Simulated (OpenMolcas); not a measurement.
# Fe²⁺ among point charges: CASSCF and CASPT2 levels and susceptibility

How does a field of 6 point charges split the states of Fe²⁺, and what χT follows?

Method: state-averaged CASSCF and CASPT2, spin-orbit coupling by RASSI with atomic mean-field integrals. Code: OpenMolcas 26.06.

## (1) The system

```
Species                           : Fe²⁺ (iron, Z = 26, 24 electrons)
Basis                             : ANO-RCC-VDZP [5s4p2d1f], 34 functions
Scalar Hamiltonian                : DKH2, point nucleus
Inactive shells                   : 1s 2s 2p 3s 3p
Active space                      : 6 electrons in 5 orbitals (3d)
Some configurations of this space : 3d⁶
Orbitals                          : optimised for each spin and parity, averaged over all roots
```

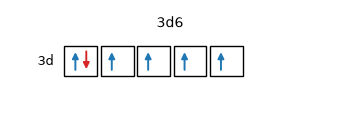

Outer shells as boxes.

The ion sits among 6 point charges of -1 e arranged as a tetragonal octahedron (D4h), 2.05 Å from the ion, with the axial distance 2.071 Å.

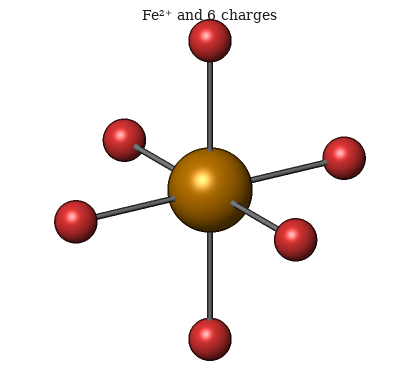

The ion and the point charges (red).

The work runs as a chain of OpenMolcas steps in one folder; each step below is one input file. Labels, J, g values, rates, χT and fits are worked out afterwards by a script from the matrices that RASSI stores. The input lists half of the charges; inversion (Group=XYZ) makes the rest.

## (2) One- and two-electron integrals

a.inp

```
&GATEWAY
Coord
1

Fe 0.0 0.0 0.0
Basis=ANO-RCC-VDZP
Group=XYZ
NoMove
AngMom=0.0 0.0 0.0
AMFI
XField
3 Angstrom 0
2.050000 0.000000 0.000000 -1.000000
0.000000 2.050000 0.000000 -1.000000
0.000000 0.000000 2.070500 -1.000000
&SEWARD
```

Started as:

```console
OMP_NUM_THREADS=1 MOLCAS_MEM=1689 MOLCAS_PROJECT=a pymolcas a.inp > a.log
```

## (3) Reference wave functions, quintets of even parity, 5 roots

a.inp

```
&RASSCF
FileOrb=start.orb
Symmetry=1
Spin=5
nActEl=6 0 0
Inactive=3 6
Ras2=5 0
CIRoot=5 5 1
SDav=5
CIMx=300
Iter=120 100
PrWF=0.3
OrbListing=Nothing
MaxOrb=0
>>> COPY $Project.JobIph JOB001
```

start.orb holds the contracted functions of the basis, ordered by shell, or the orbitals of the step before.

## (4) Reference wave functions, triplets of even parity, 45 roots

a.inp

```
&RASSCF
FileOrb=start.orb
Symmetry=1
Spin=3
nActEl=6 0 0
Inactive=3 6
Ras2=5 0
CIRoot=45 45 1
SDav=45
CIMx=300
Iter=120 100
PrWF=0.3
OrbListing=Nothing
MaxOrb=0
>>> COPY $Project.JobIph JOB002
```

## (5) CASSCF: singlets of even parity, 50 roots

a.inp

```
&RASSCF
FileOrb=start.orb
Symmetry=1
Spin=1
nActEl=6 0 0
Inactive=3 6
Ras2=5 0
CIRoot=50 50 1
SDav=50
CIMx=300
Iter=120 100
PrWF=0.3
OrbListing=Nothing
MaxOrb=0
>>> COPY $Project.JobIph JOB003
```

## (6) RASSI: spin-orbit coupling between the states

a.inp

```
&RASSI
NrOfJobIphs=3 5 45 50
1 2 3 4 5
1 2 3 4 5 6 7 8 9 10 11 12 13 14 15 16 17 18 19 20 21 22 23 24 25 26 27
28 29 30 31 32 33 34 35 36 37 38 39 40 41 42 43 44 45
1 2 3 4 5 6 7 8 9 10 11 12 13 14 15 16 17 18 19 20 21 22 23 24 25 26 27
28 29 30 31 32 33 34 35 36 37 38 39 40 41 42 43 44 45 46 47 48 49 50
IphNames
JOB001
JOB002
JOB003
EJob
SpinOrbit
DIPRint=1.0
SOCoupling=1000.0
Subsets=2
Property=9
'ANGMOM' 1 'ANGMOM' 2 'ANGMOM' 3 'MLTPL  1' 1 'MLTPL  1' 2 'MLTPL  1' 3
'AMFI' 1 'AMFI' 2 'AMFI' 3
SOProperty=3
'ANGMOM' 1 'ANGMOM' 2 'ANGMOM' 3
```

## (7) CASPT2: IPEA 0.25, imaginary shift 0.1 (closed shells correlated: 3s 3p)

a.inp

```
>>> COPY JOB001 $Project.JobIph
&CASPT2
Multistate=5 1 2 3 4 5
NoMult
Frozen=2 3
IPEA=0.25
Imaginary=0.1
MaxIter=60
WThr=0.0 0.3 0.05
PrWF=0.5
NoMix
>>> COPY JOB002 $Project.JobIph
&CASPT2
Multistate=45 1 2 3 4 5 6 7 8 9 10 11 12 13 14 15 16 17 18 19 20 21 22
23 24 25 26 27 28 29 30 31 32 33 34 35 36 37 38 39 40 41 42 43 44 45
NoMult
Frozen=2 3
IPEA=0.25
Imaginary=0.1
MaxIter=60
WThr=0.0 0.3 0.05
PrWF=0.5
NoMix
>>> COPY JOB003 $Project.JobIph
&CASPT2
Multistate=50 1 2 3 4 5 6 7 8 9 10 11 12 13 14 15 16 17 18 19 20 21 22
23 24 25 26 27 28 29 30 31 32 33 34 35 36 37 38 39 40 41 42 43 44 45 46
47 48 49 50
NoMult
Frozen=2 3
IPEA=0.25
Imaginary=0.1
MaxIter=60
WThr=0.0 0.3 0.05
PrWF=0.5
NoMix
```

(Steps that only read results are left out.)

**Question.** What will these runs give? Wanted: spin-free ground state; first state of the same spin within the active space; lowest level; next level.

The runs gave:

| quantity | value |
| --- | --- |
| method | SS-CASPT2, IPEA 0.25, imaginary shift 0.1 (closed shells correlated: 3s 3p) |
| spin-free ground state | 5E, 2-fold in its orbital part |
| first state of the same spin within the active space | 5B2 at 130 cm⁻¹ |
| lowest level | 2-fold E, g = 0.00, 0.00, 8.07 |
| next level | 9.1 cm⁻¹ |
| χT at 300 K | 4.27 cm³ K/mol |
| effective moment at 300 K | 5.85 μB |

Cost by method:

```
                                              method  time of its own steps  time with the reference
                                           A. CASSCF                   34 s                     34 s
B. SS-CASPT2, IPEA 0.25, imaginary shift 0.1, +3s 3p                  7.9 s                     42 s
```

Times are of one thread on a shared host.

The spin-free ground state (5E) comes to 100 % from free-ion D terms and keeps the highest spin of the shell. χT at 300 K is 4.27, against 3.01 cm³ K/mol for the spin alone, so orbital moment adds to it. An active space of the d shell alone favours high spin; real ions in strong fields can be low spin. The field of point charges can differ much from that of real complexes. With metal d orbitals alone active, the gaps between spin states are rough; where two lie within a few thousand cm-1, their order is open. Point charges carry no covalency, so the field is a model and not that of real ligands.
